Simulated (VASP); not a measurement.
Band structure of CsCl (CsCl type). Level of theory: vdW-DF2, VASP's PBE PAW potentials (set 64) (plane waves; VASP).

Unless said otherwise, spin-orbit coupling is left out, though it shifts the bands of the heavy elements here.

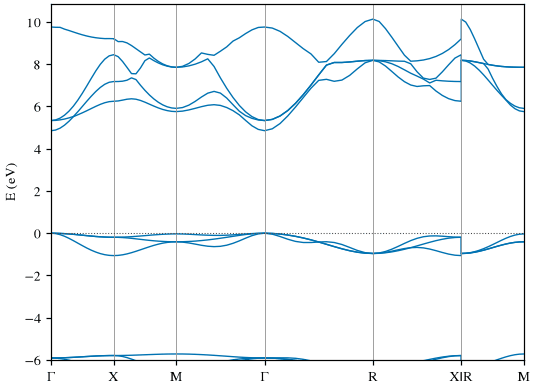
Fig. 1. Bands along high-symmetry lines, zero at the valence-band maximum or, without a gap, the Fermi level

### Question
Read the plot: is there a gap, and where are the band edges?

### Answer
The gap is direct, 4.85 eV, from the valence maximum at Γ to the conduction minimum at Γ. (Edges off the drawn lines would not show.)

Measured: gap 8.35 eV at 80 K (computed value off by -3.50 eV), as given by Wikipedia, Caesium chloride.

The compound is CsCl in the CsCl type structure. It was relaxed first, which changed the volume by +7 %.
